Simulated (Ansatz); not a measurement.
# SiF2: single points with varied inputs

Aim: run SiF2 under a spread of inputs, and see what each costs and gives.

Program: Ansatz 0.2.0, Gaussian basis. Level of theory: the settings change from run to run. These are calculated values, not measurements.

### 1 The geometry

The geometry comes from an earlier relaxation with r2SCAN-D4 in a triple-zeta def2 set; it is a stationary point.

3 atoms, charge 0, spin multiplicity 1.

Atoms are counted from 1 here; the program's logs count them from 0.

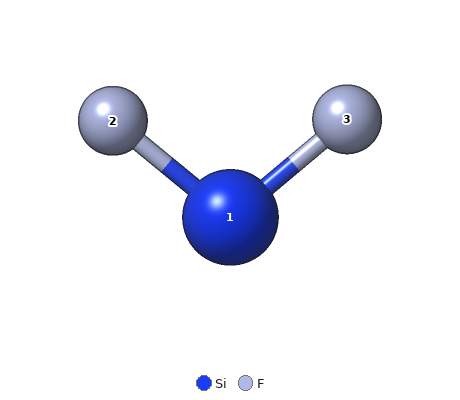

The structure; silicon blue, fluorine light blue; atoms are numbered from 1 in the order of the file.

### 2 RPBE/cc-pVTZ

Options: the search for lower states set to light.

Contents of in.yaml:

```yaml
crystal:
  periodic: [false, false, false]
  atoms:
    - {symbol: Si, position_ang: [0.004485, -0.007056, -0.683243]}
    - {symbol: F, position_ang: [1.230771, -0.018833, 0.349952]}
    - {symbol: F, position_ang: [-1.235256, 0.025889, 0.333282]}
basis:
  gaussian: {orbitals: cc-pVTZ}
hamiltonian: {xc: {name: RPBE}}
scf: {lower_state_search: light}
```

Command:

```console
$ ansatz run in.yaml --threads 4 --pin off --events-out ev --progress --plain --max-ram 3916MiB
```

Log:

```text
Functional definition: RPBE
  name "RPBE"
  cite "Hammer, Hansen & Nørskov, Phys. Rev. B 59, 7413 (1999) doi:10.1103/PhysRevB.59.7413"
  cite "Perdew, Burke & Ernzerhof, Phys. Rev. Lett. 77, 3865 (1996) doi:10.1103/PhysRevLett.77.3865"
  parameter kappa = 0.804
  parameter beta = 0.06672455060314922
  exchange = rpbe_x(kappa = kappa, mu = beta*pi^2/3)
  correlation = pbe_c(beta = beta)
567 factors; their error is unknown
mean field evaluation 1: about -13311.3369 eV, gradient 4.9e1 eV
mean field evaluation 2: about -13293.7991 eV, gradient 1.2e2 eV
mean field evaluation 4: about -13314.5679 eV, gradient 1.8e0 eV
mean field evaluation 8: about -13314.5375 eV, gradient 1.2e-2 eV
mean field -13314.53751615 eV, -489.3002288010 hartree, gradient 2.0e-5 eV, S^2 0.000000; 0 other end points of the search recorded, 0 dependent functions left out
reference -13314.53753980 eV, -489.3002296700 hartree; 16, 16 occupied and 78, 78 virtual orbitals, 567 factors
Total energy: -13314.53753980 eV, -489.3002296700 hartree
```

Run time: 0.2 s. Hardware: 4 threads of Intel Xeon 6975P-C, shared host.

### 3 wB97M-V/x2c-TZVPPall

This run has finite nuclei.

in.yaml, as its differences from that of step 2:

```diff
@@ -7,4 +7,4 @@
 basis:
-  gaussian: {orbitals: cc-pVTZ}
-hamiltonian: {xc: {name: RPBE}}
-scf: {lower_state_search: light}
+  gaussian: {orbitals: x2c-TZVPPall, nuclear_model: gaussian}
+hamiltonian: {xc: {name: wB97M-V}}
+scf: {omitted_lower_state_checks: [starts]}
```

The command is unchanged.

Log, cut to the lines that bear on the results:

```text
Functional definition: wB97M-V
  name "wB97M-V"
  cite "Mardirossian & Head-Gordon, J. Chem. Phys. 144, 214110 (2016) doi:10.1063/1.4952647"
  cite "Becke, J. Chem. Phys. 107, 8554 (1997) doi:10.1063/1.475007"
  cite "Vydrov & Van Voorhis, J. Chem. Phys. 133, 244103 (2010) doi:10.1063/1.3521275"
  # Of w^i u^j: cxij and so on, Table III.
[...]
  gx(w, u) = 1 - cx + cx01*u + cx10*w
  gss(w, u) = css00 + css04*u^4 + css10*w + css20*w^2 + css43*w^4*u^3
  gos(w, u) = cos00 + cos10*w + (cos20 + cos21*u)*w^2 + (cos60 + cos61*u)*w^6
[...]
      + integral(e_c_pw_mod_opposite_spin*gos(b97_w_opposite, b97_u_opposite)) + vv10(b, c)
[...]
614 factors; their error is unknown
106 factors; integrals over basis functions are off by at most 2.3e-5 eV
[...]
mean field -13336.18905880 eV, -490.0959083174 hartree, gradient 1.6e-5 eV, S^2 0.000000; 0 other end points of the search recorded, 0 dependent functions left out
reference -13336.18908659 eV, -490.0959093384 hartree; 16, 16 occupied and 88, 88 virtual orbitals, 614 factors
Total energy: -13336.18908659 eV, -490.0959093384 hartree
Relativity: scalar
Checks for a lower state left out: starts
```

Run time: 0.65 s. Hardware: 4 threads of Intel Xeon 6975P-C, shared host.

### 4 wB97X/cc-pVDZ

in.yaml, as its differences from that of step 3:

```diff
@@ -7,4 +7,3 @@
 basis:
-  gaussian: {orbitals: x2c-TZVPPall, nuclear_model: gaussian}
-hamiltonian: {xc: {name: wB97M-V}}
-scf: {omitted_lower_state_checks: [starts]}
+  gaussian: {orbitals: cc-pVDZ}
+hamiltonian: {xc: {name: wB97X}}
```

The command is unchanged.

Log, cut to the lines that bear on the results:

```text
Functional definition: wB97X
  name "wB97X"
  cite "Chai & Head-Gordon, J. Chem. Phys. 128, 084106 (2008) doi:10.1063/1.2834918"
  cite "Becke, J. Chem. Phys. 107, 8554 (1997) doi:10.1063/1.475007"
[...]
  # The coefficients of nought are those of the uniform gas.
[...]
      + exact_x_lr(omega)
[...]
      + integral(e_c_pw_opposite_spin*poly(b97_u_opposite, 1, cos1, cos2, cos3, cos4))
444 factors; integrals over basis functions are off by at most 6.0e-4 eV
107 factors; integrals over basis functions are off by at most 7.8e-6 eV
[...]
mean field -13311.97074607 eV, -489.2059017403 hartree, gradient 3.8e-5 eV, S^2 0.000000; 0 other end points of the search recorded, 0 dependent functions left out
reference -13311.97072683 eV, -489.2059010331 hartree; 16, 16 occupied and 30, 30 virtual orbitals, 444 factors
Total energy: -13311.97072683 eV, -489.2059010331 hartree
```

Wall time 0.3 s (4 threads of Intel Xeon 6975P-C, shared host).

### 5 r2SCAN0/def2-TZVPP

This run has charge +1, multiplicity 2, atoms shaken by 0.08 Å, D3(BJ) dispersion, the search for lower states set to full.

Contents of in.yaml:

```yaml
crystal:
  periodic: [false, false, false]
  atoms:
    - {symbol: Si, position_ang: [0.043359, -0.001622, -0.594796]}
    - {symbol: F, position_ang: [1.100729, -0.008642, 0.280551]}
    - {symbol: F, position_ang: [-1.248574, -0.038572, 0.316790]}
basis:
  gaussian: {orbitals: def2-TZVPP}
total_charge: 1
magnetization: {spin_polarized: true, initial_magnetization: 1}
hamiltonian: {xc: {name: r2SCAN0}, dispersion: d3bj}
scf: {lower_state_search: full}
```

Same command.

Log, cut to the lines that bear on the results:

```text
Warning: the engine holds no damping parameters fitted to this dispersion correction and functional, so the run takes those fitted to r2scan0 beside the three-body term, which d3bj leaves out (hamiltonian.dispersion, under Limitations)
Functional definition: r2SCAN0
  name "r2SCAN0"
  cite "Bursch, Neugebauer, Ehlert & Grimme, J. Chem. Phys. 156, 134105 (2022) doi:10.1063/5.0086040"
  cite "Furness, Kaplan, Ning, Perdew & Sun, J. Phys. Chem. Lett. 11, 8208 (2020) doi:10.1021/acs.jpclett.0c02405"
  cite "Furness, Kaplan, Ning, Perdew & Sun, J. Phys. Chem. Lett. 11, 9248 (2020) doi:10.1021/acs.jpclett.0c03077"
  parent r2scan
[...]
603 factors; their error is unknown
[...]
mean field -13301.24767858 eV, -488.8118362782 hartree, gradient 5.5e-5 eV, S^2 0.752616; 3 other end points of the search recorded, 0 dependent functions left out
reference -13301.24768522 eV, -488.8118365224 hartree; 16, 15 occupied and 88, 89 virtual orbitals, 603 factors
Total energy: -13301.25591995 eV, -488.8121391432 hartree
```

Wall time 2.1 s (4 threads of Intel Xeon 6975P-C, shared host).

⟨S²⟩ 0.753.

### 6 The runs in one table

| level | charge | multiplicity | geometry | functions | energy (eV) | time |
| --- | --- | --- | --- | --- | --- | --- |
| RPBE/cc-pVTZ | 0 | 1 | relaxed | 94 | -13314.538 | 0.2 s |
| wB97M-V/x2c-TZVPPall | 0 | 1 | relaxed | 104 | -13336.189 | 0.65 s |
| wB97X/cc-pVDZ | 0 | 1 | relaxed | 46 | -13311.971 | 0.3 s |
| r2SCAN0/def2-TZVPP | 1 | 2 | shaken | 104 | -13301.256 | 2.1 s |

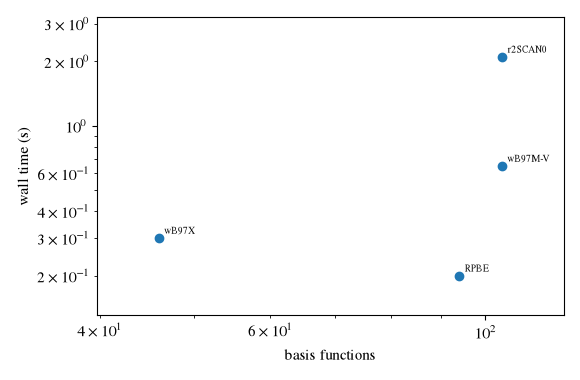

Wall time against the number of basis functions (shared host).

### 7 Outcome

```
                                         quantity                      value
                                             runs                          4
                                         quickest        RPBE/cc-pVTZ, 0.2 s
                                          slowest  r2SCAN0/def2-TZVPP, 2.1 s
spread of total energies, same state and geometry                    24.2 eV
```

r2SCAN0/def2-TZVPP took 10 times as long as RPBE/cc-pVTZ. The jobs differ in tasks and options as well as level. Total energies at one charge and spin differ by 24 eV between levels, so only differences within one level mean anything. Some of these runs are scalar-relativistic and others not, which shifts the totals of all-electron atoms past neon by several eV an atom and more; core potentials, where a basis has them, take the core out of the total altogether.
